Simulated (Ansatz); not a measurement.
**SiBH₃: one structure at several levels**

The atoms stand at a structure displaced at random from a GFN2-xTB minimum. How far do the functionals agree with CCSD(T) there?

Method: single points in def2-TZVPP; program: Ansatz 0.2.0, Gaussian basis.

Cores are frozen in the correlated methods. B3LYP uses VWN-RPA correlation.

### 1 Starting geometry

SMILES `B=[SiH2]`, 5 atoms, charge 0, spin multiplicity 1.

Atoms are counted from 1 here; the program's logs count them from 0.

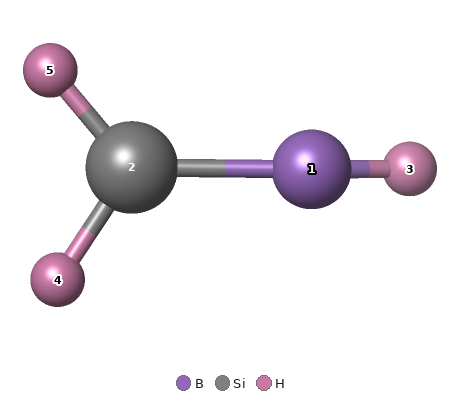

As it starts; boron purple, silicon grey, hydrogen pink; atoms are numbered from 1 in the order of the file.

As a file:

```
B     0.31190   -0.95090    0.81200
Si   -0.27780    0.57000   -0.30780
H     0.94680   -1.97310    1.01700
H    -1.46670    0.50480   -1.18710
H     0.30230    1.82050   -0.51800
```

### 2 CCSD(T)/def2-TZVPP

run/in.yaml

```yaml
crystal:
  periodic: [false, false, false]
  atoms:
    - {symbol: B, position_ang: [0.311900, -0.950900, 0.812000]}
    - {symbol: Si, position_ang: [-0.277800, 0.570000, -0.307800]}
    - {symbol: H, position_ang: [0.946800, -1.973100, 1.017000]}
    - {symbol: H, position_ang: [-1.466700, 0.504800, -1.187100]}
    - {symbol: H, position_ang: [0.302300, 1.820500, -0.518000]}
basis:
  gaussian: {orbitals: def2-TZVPP}
correlation: {method: ccsd_t}
output: {forces: true}
```

No record of the launch command was kept for these runs.

### 3 PBE0-D4/def2-TZVPP

run/in.yaml, as its differences from that of step 2:

```diff
@@ -10,3 +10,3 @@
   gaussian: {orbitals: def2-TZVPP}
-correlation: {method: ccsd_t}
-output: {forces: true}
+hamiltonian: {xc: pbe0, dispersion: d4}
+output: {forces: true, orbitals: {seedname: orbitals}}
```

### 4 wB97M-V/def2-TZVPP

run/in.yaml, as its differences from that of step 3:

```diff
@@ -10,3 +10,3 @@
   gaussian: {orbitals: def2-TZVPP}
-hamiltonian: {xc: pbe0, dispersion: d4}
-output: {forces: true, orbitals: {seedname: orbitals}}
+hamiltonian: {xc: {name: wB97M-V}}
+output: {forces: true}
```

### 5 r2SCAN-D4/def2-TZVPP

run/in.yaml, as its differences from that of step 4:

```diff
@@ -10,3 +10,3 @@
   gaussian: {orbitals: def2-TZVPP}
-hamiltonian: {xc: {name: wB97M-V}}
+hamiltonian: {xc: r2scan, dispersion: d4}
 output: {forces: true}
```

### 6 PBE-D4/def2-TZVPP

run/in.yaml, as its differences from that of step 5:

```diff
@@ -10,3 +10,3 @@
   gaussian: {orbitals: def2-TZVPP}
-hamiltonian: {xc: r2scan, dispersion: d4}
+hamiltonian: {xc: pbe, dispersion: d4}
 output: {forces: true}
```

### 7 CAM-B3LYP-D4/def2-TZVPP

run/in.yaml, as its differences from that of step 6:

```diff
@@ -10,3 +10,3 @@
   gaussian: {orbitals: def2-TZVPP}
-hamiltonian: {xc: pbe, dispersion: d4}
+hamiltonian: {xc: {name: CAM-B3LYP}, dispersion: d4}
 output: {forces: true}
```

### 8 B3LYP-D4/def2-TZVPP

run/in.yaml, as its differences from that of step 7:

```diff
@@ -10,3 +10,3 @@
   gaussian: {orbitals: def2-TZVPP}
-hamiltonian: {xc: {name: CAM-B3LYP}, dispersion: d4}
+hamiltonian: {xc: {name: B3LYP}, dispersion: d4}
 output: {forces: true}
```

(Steps that only read results are left out.)

Q: Predict the outcome of this session. Wanted: energy less free atoms, CCSD(T)/def2-TZVPP; RMS force component; RMS force error; HOMO and LUMO, PBE0-D4; T1 diagnostic.

As calculated:

```
                                  quantity                                                                                                 value
energy less free atoms, CCSD(T)/def2-TZVPP                                                                                        -1243.1 kJ/mol
                       RMS force component                                                                  1.106 to 1.292 eV/Å over the methods
                           RMS force error  PBE0-D4 0.191, wB97M-V 0.232, r2SCAN-D4 0.144, PBE-D4 0.172, CAM-B3LYP-D4 0.243, B3LYP-D4 0.132 eV/Å
                    HOMO and LUMO, PBE0-D4                                                                                    -5.69 and -2.86 eV
                             T1 diagnostic                                                                                                 0.021
```

In words: Against CCSD(T) the functionals' energies less atoms differ by -40.8 to -20.9 kJ/mol, PBE-D4 by -40.3 kJ/mol. CCSD(T) in triple zeta still lacks some correlation energy of the bonds, so part of these gaps is its own basis error and they don't rank the functionals. The forces of B3LYP-D4 come nearest to CCSD(T), those of CAM-B3LYP-D4 are farthest. Frozen-core CCSD(T) forces in triple zeta carry basis errors of their own, and this is one geometry, so small gaps rank nothing. The restricted Hartree–Fock reference is unstable towards an unrestricted one at one or more of these structures.
